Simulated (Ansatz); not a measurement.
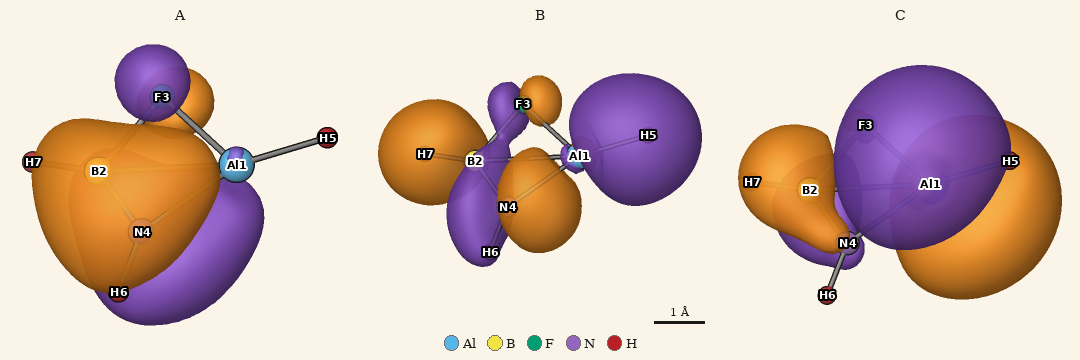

*AlBFH3N (charge +1). Three frontier orbitals at ±0.08 Å⁻³ᐟ² (orange and purple are the two phases), in no order.*

Geometry: BLYP-D3(BJ)/def2-SVP.

Computed with isolated molecule in a Gaussian basis; Kohn-Sham density functional theory, functional PBE0 (Ansatz 0.2.0).

Input file:

```
crystal:
  periodic: [false, false, false]
  atoms:
    - symbol: Al
      position_ang: [-0.081969, 0.449232, -0.396973]
    - symbol: B
      position_ang: [-0.352998, -0.678819, 1.678102]
    - symbol: F
      position_ang: [-0.728190, 0.755117, 1.362451]
    - symbol: N
      position_ang: [0.169449, -1.125746, 0.468335]
    - symbol: H
      position_ang: [-0.062626, 1.481955, -1.558968]
    - symbol: H
      position_ang: [0.534243, -2.066625, 0.292799]
    - symbol: H
      position_ang: [-0.572119, -1.057576, 2.787815]
basis:
  gaussian:
    orbitals: def2-TZVPD
hamiltonian:
  xc: pbe0
output: {forces: true, orbitals: {seedname: orbitals}}
total_charge: 1
```

Run with:

```sh
ansatz run input.yaml --threads 1 --pin off --max-ram 2610MiB --events-out events.jsonl --progress --plain --runs-dir runs
```

**Which picture is the HOMO−1, the HOMO and the LUMO?**

B is the HOMO−1 (−15.53 eV). By Hirshfeld shares it lies mainly on H5 (about 25 %), Al1 (about 20 %), N4 (about 20 %), B2 (about 15 %) and H7 (about 15 %); it is symmetric in the molecular plane (an in-plane orbital: σ, lone-pair or in-plane π type). A is the HOMO (−14.82 eV). Its weight (Hirshfeld) is mainly on N4 (about 65 %), B2 (about 15 %) and F3 (about 5 %); it changes sign across the molecular plane (π type); π-bonding across Al1–B2. C is the LUMO (−6.68 eV). By Hirshfeld shares it lies mainly on Al1 (about 75 %), B2 (about 10 %) and H5 (about 5 %); it changes sign across the molecular plane (π type).

**What is the HOMO–LUMO gap?**

8.14 eV between the orbital energies.
